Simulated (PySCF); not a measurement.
Input

```
{"job": {"kind": "nmr", "xc": "PBE0", "basis": "pcSseg-1"}, "charge": 0, "multiplicity": 1}
C     -0.214290     1.682451     0.279030
B     -0.226421     0.104279     0.052986
C     -1.573755    -0.673200    -0.287962
O      0.904595    -0.565679     0.166343
B      2.032292    -1.198581     0.148628
Cl     2.911965    -1.328497    -1.354616
H     -1.208010     2.118530     0.301407
H      0.290113     1.941827     1.207410
H      0.341123     2.170855    -0.519628
H     -1.424916    -1.741471    -0.421983
H     -2.020761    -0.281268    -1.198938
H     -2.310478    -0.533665     0.500178
H      2.494154    -1.695095     1.109417
```

Launched as:

```sh
OMP_NUM_THREADS=1 python probes_run.py task.json out
```

Geometry: GFN2-xTB.

Level of theory: PBE0/pcSseg-1, SCF density, gas phase, non-relativistic in PySCF.

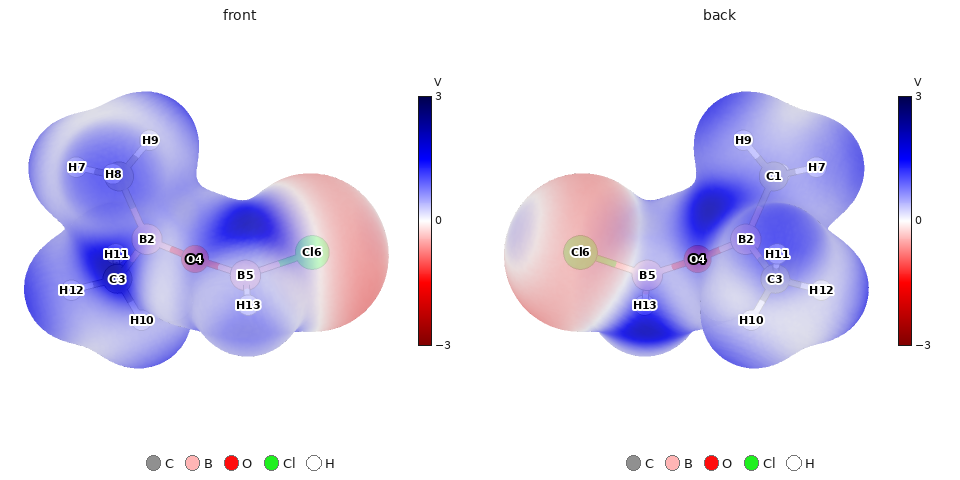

C2H7B2ClO (SMILES CB(C)OBCl). The electrostatic potential painted on the density surface at 0.004 e/bohr³, seen from the front and from behind; the colour scale runs from red (negative) to blue (positive).

### Which sites attract a positive test charge, and which a negative one?

A positive charge is drawn to the negative regions and a negative charge to the positive ones. The most negative region (about −0.6 V, or −14 kcal/mol for a unit charge) lies over Cl6, the most positive (about +2.0 V, or +46 kcal/mol for a unit charge) over B2 and B5. Cl6 shows a σ-hole: about +0.2 V at the tip opposite its bond, against about −0.4 V, or −9 kcal/mol for a unit charge on its flanks.

### What dipole moment does the calculation give?

Its dipole moment is 1.76 D.
